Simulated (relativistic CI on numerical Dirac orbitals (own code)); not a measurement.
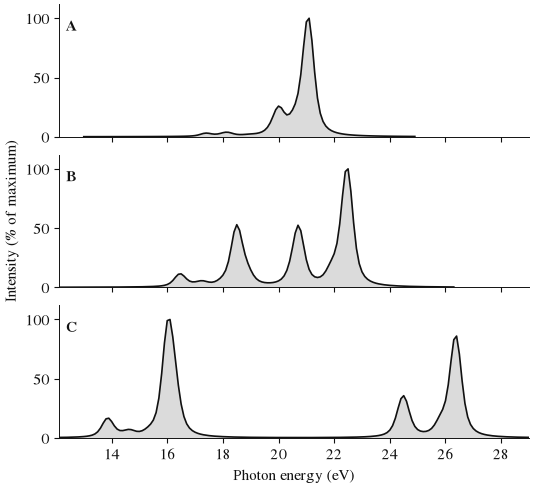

N₆,₇ X-ray absorption of Hf⁴⁺, [Xe] 4f¹⁴, in 3 environments. Multiplet model: relativistic Dirac–Coulomb–Breit theory, one configuration a step, Slater integrals scaled by 0.8, 10 K, Voigt broadening (Lorentzian 0.3 eV, Gaussian 0.3 eV full widths), computed with a radial Dirac CI code.

(1) a field of Oh symmetry with 10Dq = 29,850 cm⁻¹
(2) a field of Oh symmetry with 10Dq = 8,500 cm⁻¹
(3) a field of Oh symmetry with 10Dq = 83,300 cm⁻¹

Which panel belongs to which field?

A is (2), maxima at 20.0 eV (26) and 21.1 eV (100); B is (1), maxima at 16.5 eV (11), 18.5 eV (53), 20.7 eV (52) and 22.5 eV (100); C is (3), maxima at 13.9 eV (17), 14.6 eV (7), 16.1 eV (100), 24.5 eV (36) and 26.4 eV (86) (heights in % of each maximum). The ground-state spin is S = 0.00 in all.

Note: free-ion energies, so absolute edge positions are off by a few eV from solids.
